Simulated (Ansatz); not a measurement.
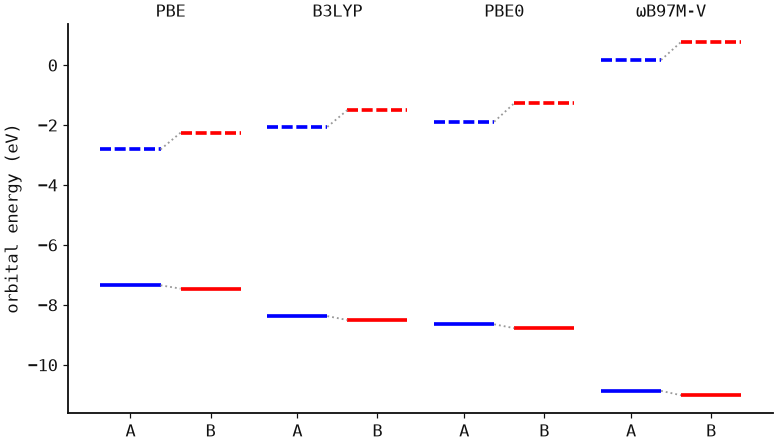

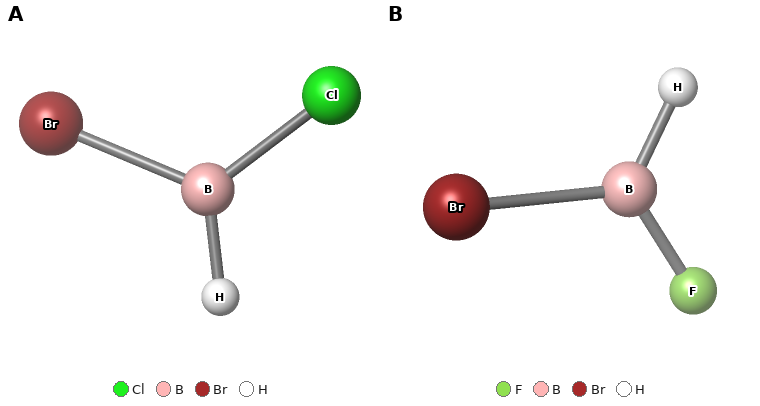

One change: A, BHBrCl (SMILES ClBBr), becomes B, BHBrF (SMILES FBBr). Cl on B is replaced by F. HOMO (solid) and LUMO (dashed) computed in def2-TZVPP at PBE0-D4/def2-TZVP geometries, both minima by their frequencies, gas phase, the Ansatz code 0.2.0. Empty levels above zero depend strongly on the basis.

> What does the change do to HOMO and LUMO?

PBE: the HOMO falls by 0.11 eV, the LUMO rises by 0.56 eV, and the separation goes from 4.53 to 5.20 eV. B3LYP: the HOMO falls by 0.13 eV, the LUMO rises by 0.56 eV, and the separation goes from 6.31 to 7.00 eV. PBE0: the HOMO falls by 0.13 eV, the LUMO rises by 0.62 eV, and the separation goes from 6.76 to 7.50 eV. ωB97M-V: the HOMO falls by 0.15 eV, the LUMO rises by 0.60 eV, and the separation goes from 11.04 to 11.79 eV.

> Do the functionals agree on the effect?

They agree on the direction for both levels; the HOMO shift lies between −0.15 and −0.11 eV and the LUMO shift between 0.56 and 0.62 eV, while the separations themselves differ by up to 6.6 eV between functionals.
